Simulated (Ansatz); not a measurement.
**H4OSi (SMILES O[SiH3]): density, localisation and related maps**

Input file:

```
crystal:
  periodic: [false, false, false]
  atoms:
    - { symbol: O, position_ang: [0.60987, -0.98223, 0.39855] }
    - { symbol: Si, position_ang: [-0.0571, 0.37443, -0.19755] }
    - { symbol: H, position_ang: [0.10661, -1.62242, 0.89184] }
    - { symbol: H, position_ang: [-1.13174, 0.04363, -1.13493] }
    - { symbol: H, position_ang: [1.08415, 1.00003, -0.84517] }
    - { symbol: H, position_ang: [-0.61179, 1.18655, 0.88727] }
basis:
  gaussian: { orbitals: def2-SVP }
hamiltonian:
  xc: b3lyp
  dispersion: d4
relax:
  f_tol: 0.015
  max_steps: 40
output:
  orbitals: {}
```

Run with:

```sh
ansatz run input.yaml --threads 1 --pin off --max-ram 2048MiB --backend cpu --events-out ev --progress --plain --runs-dir out
```

The fields are those of the relaxed geometry.

The calculation used RKS B3LYP-D4/def2-SVP in Ansatz.

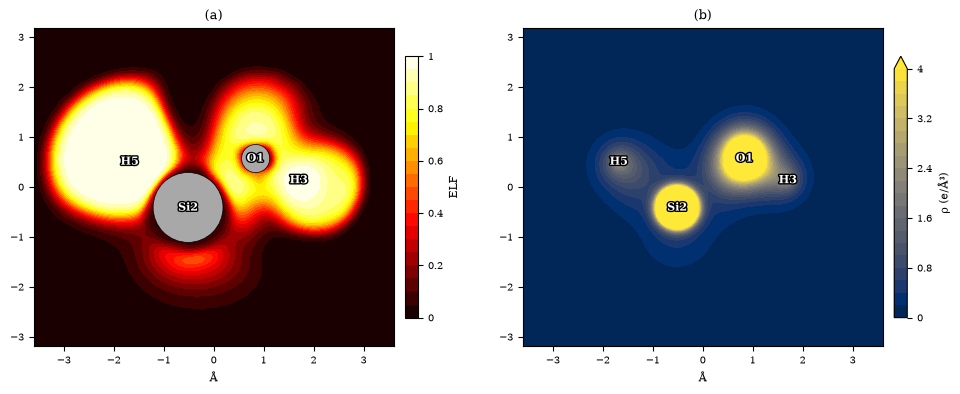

Figure 1. (a) electron localisation function; (b) total electron density on the plane of atoms O1, Si2 and H5. Grey discs cover the atomic cores in the ELF map.

Question: What does the map show?

Answer:
- The section cuts through O, Si and H sites.
- Si–O (1.67 Å): the density is about 1.1 e/Å³ at the midpoint; the ELF peaks at about 0.85 between the atoms (a polar covalent bond).
- O–H (0.96 Å): ρ at the midpoint is about 3.6 e/Å³; the ELF climbs to about 1 towards the hydrogen, as it does in any bond to H (an ordinary covalent bond to hydrogen).
- Si–H (1.49 Å): ρ at the midpoint is about 0.79 e/Å³; the ELF climbs to about 1 towards the hydrogen.
- The ELF also peaks beside O1, away from the bonds: lone-pair regions.

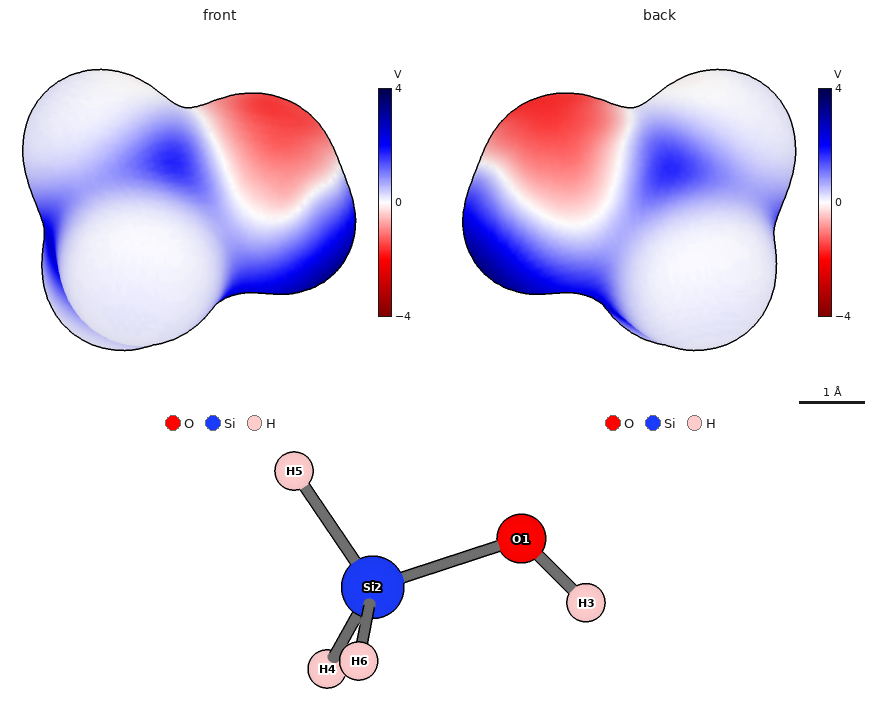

Figure 2. The electrostatic potential painted on the density surface at 0.004 e/bohr³, seen from the front and from behind; the colour scale runs from red (negative) to blue (positive). The bare structure is drawn below in the same view.

Question: Describe the electrostatic potential map.

Answer: The most negative region (about −1.6 V, or −37 kcal/mol for a unit charge) lies over O1, the most positive (about +3.3 V, or +76 kcal/mol for a unit charge) over H3. O1 is the likeliest acceptor of a hydrogen bond.

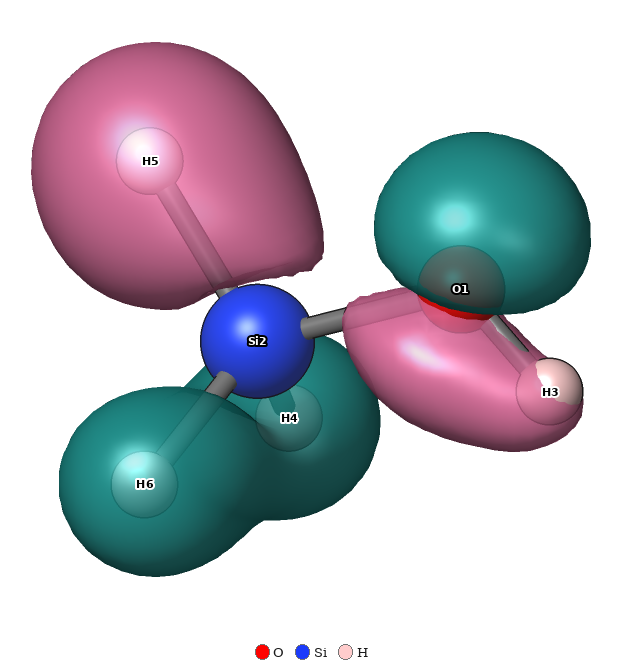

Figure 3. The HOMO−1 at ±0.15 Å⁻³ᐟ² (teal and pink are the two phases), seen at a tilt.

Question: Describe this orbital and give its energy.

Answer: By Hirshfeld shares it lies mainly on O1 (about 30 %), Si2 (about 30 %), H5 (about 20 %), H4 (about 10 %) and H6 (about 10 %). Its energy is −8.94 eV.
